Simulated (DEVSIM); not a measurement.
Structure: W/SiO2/n-Si capacitor, at 300 K.

```csv
layer (left to right),material,thickness (nm),Nd (cm⁻³)
1,SiO2,9.70,-
2,Si,16000,2.6e15
```

Metal gate on the left, work function 4.6 eV. Fixed charge at the semiconductor interface 0 cm⁻² (in units of +e); no interface traps.

The device is made up for the run: typed textbook-type constants, with dimensions and the other settings drawn at random. Values at 300 K.

| parameter | SiO2 | Si |
|---|---|---|
| gap (eV) | 9 | 1.124 |
| affinity (eV) | 0.9 | 4.05 |
| permittivity | 3.9 | 11.7 |
| Nc (cm⁻³) | - | 2.86e19 |
| Nv (cm⁻³) | - | 3.1e19 |

Simulated with DEVSIM: 1D Poisson equation in equilibrium, Boltzmann statistics, complete ionisation; no quantum confinement or tunnelling. Metal contacts follow the ideal Schottky-Mott rule: no Fermi-level pinning, no interface dipoles.

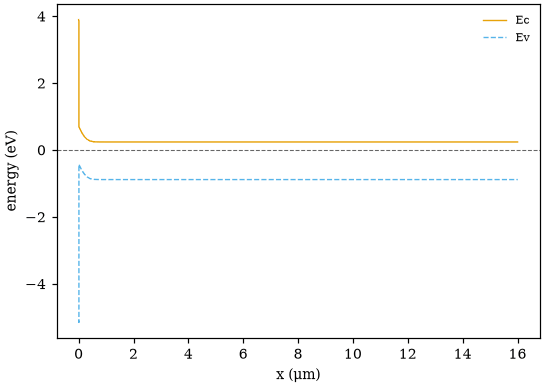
Fig. 1. Band edges at -0.2 V on the gate

Energies count from the Fermi level of the right contact; mesh points crowd at the junctions.

```csv
x (μm),Ec (eV),Ev (eV),n (cm⁻³),p (cm⁻³),field (V/cm)
0.000,3.900,-5.100,< 1e2,< 1e2,-56000
0.001617,3.891,-5.109,< 1e2,< 1e2,-56000
0.004766,3.873,-5.127,< 1e2,< 1e2,-56000
0.008041,3.855,-5.145,< 1e2,< 1e2,-56000
0.01001,0.695,-0.429,6.0e7,2.0e12,-19000
0.01234,0.691,-0.433,7.0e7,1.7e12,-18000
0.01836,0.680,-0.444,1.1e8,1.1e12,-18000
0.04180,0.638,-0.486,5.4e8,2.2e11,-17000
0.09446,0.553,-0.571,1.5e10,7.9e9,-15000
0.2231,0.391,-0.733,7.8e12,1.5e7,-10000
0.5629,0.246,-0.878,2.1e15,55000,-650
1.951,0.241,-0.883,2.6e15,45000,≈ 0
4.860,0.241,-0.883,2.6e15,45000,≈ 0
10.86,0.241,-0.883,2.6e15,45000,≈ 0
14.54,0.241,-0.883,2.6e15,45000,≈ 0
15.42,0.241,-0.883,2.6e15,45000,≈ 0
15.78,0.241,-0.883,2.6e15,45000,≈ 0
15.92,0.241,-0.883,2.6e15,45000,≈ 0
15.98,0.241,-0.883,2.6e15,45000,≈ 0
16.00,0.241,-0.883,2.6e15,45000,≈ 0
16.01,0.241,-0.883,2.6e15,45000,≈ 0
16.01,0.241,-0.883,2.6e15,45000,≈ 0
```
